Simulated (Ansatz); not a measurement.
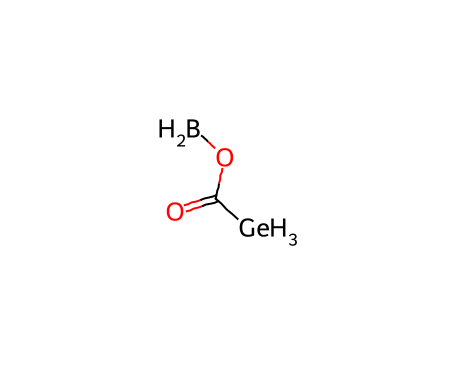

2D structure.

Write the SMILES.

BO[C](=O)[GeH3]

What is the molecular formula?

CH5BGeO2.

An optimisation with PBE0-D4/def2-TZVP gave a structure of which point group?

C1.

The parts below concern this one geometry. Atoms keep their numbers from picture to picture. The computed structure is the end point of a PBE0-D4/def2-TZVP optimisation.

**Geometry**

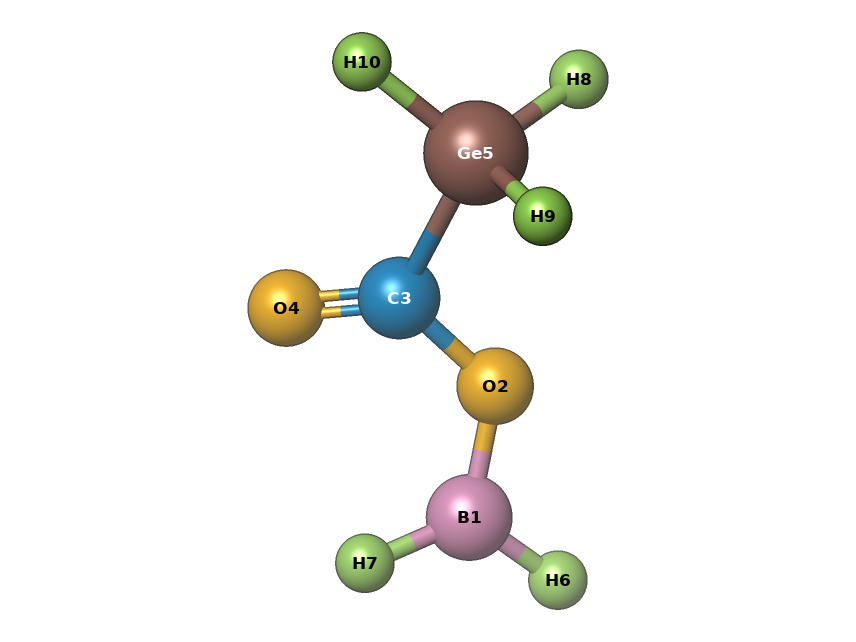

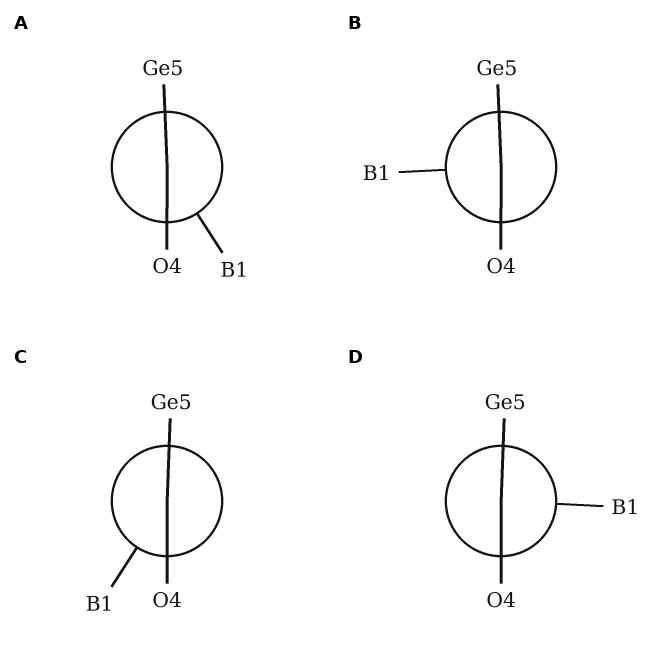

Depth is shown by fading: the farther an atom, the more it takes the colour of the background. Bonds that would overlap in a projection are set slightly apart.

Which Newman projection shows the view along C3–O2, with C3 in front?

A. The torsion angle Ge5–C3–O2–B1 is 149°, anticlinal.

**Levels of theory compared**

Program: Ansatz 0.2.0.

At this fixed geometry, give HOMO energy (eV) at these levels: B3LYP-D4/def2-TZVPP; B97M-V/def2-TZVPP; BHLYP-D4/def2-TZVPP; BLYP-D4/def2-TZVPP; PBE-D4/def2-TZVPP; PBE0-D4/def2-QZVPP; PBE0-D4/def2-SVP; PBE0-D4/def2-TZVPP; SPW92 (LDA)/def2-TZVPP; ωB97M-V/def2-QZVPP.

| level | HOMO energy (eV) |
| --- | --- |
| B3LYP-D4/def2-TZVPP | −7.87 |
| B97M-V/def2-TZVPP | −7.07 |
| BHLYP-D4/def2-TZVPP | −9.48 |
| BLYP-D4/def2-TZVPP | −6.55 |
| PBE-D4/def2-TZVPP | −6.66 |
| PBE0-D4/def2-QZVPP | −8.11 |
| PBE0-D4/def2-SVP | −8.03 |
| PBE0-D4/def2-TZVPP | −8.10 |
| SPW92 (LDA)/def2-TZVPP | −6.86 |
| ωB97M-V/def2-QZVPP | −10.40 |

**Charges**

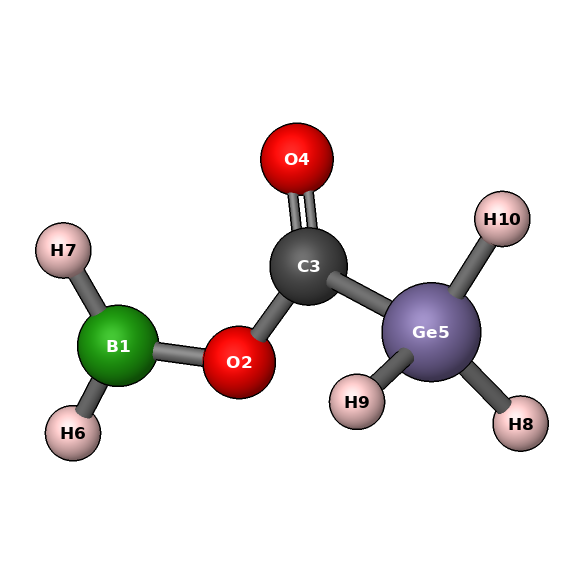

The questions are on Mulliken charges. Properties computed with RKS PBE0-D4/def2-TZVP (Ansatz 0.2.0).

List the Mulliken charges.

```tsv
atom	value (e)
B1	0.06
O2	−0.23
C3	0.22
O4	−0.25
Ge5	0.05
H6	0.02
H7	0.03
H8	0.03
H9	0.03
H10	0.03
```

**Dipole moment**

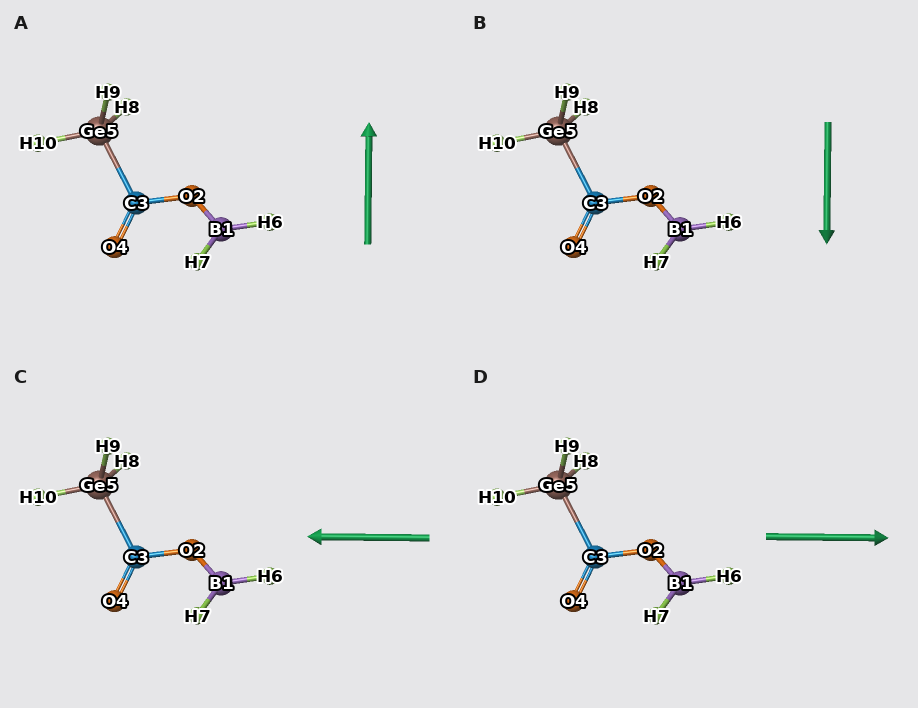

The same molecule four times, each with an arrow. Level of theory: RKS r2SCAN-D4/def2-TZVPP (Ansatz 0.2.0).

Which arrow points along the dipole moment, from the negative to the positive end?

A. The dipole moment is 1.84 D; it points from the side of H7 to the side of H9 (the outermost atoms at the two ends).

Mulliken values depend strongly on the basis set and can even reverse the polarity of a bond.
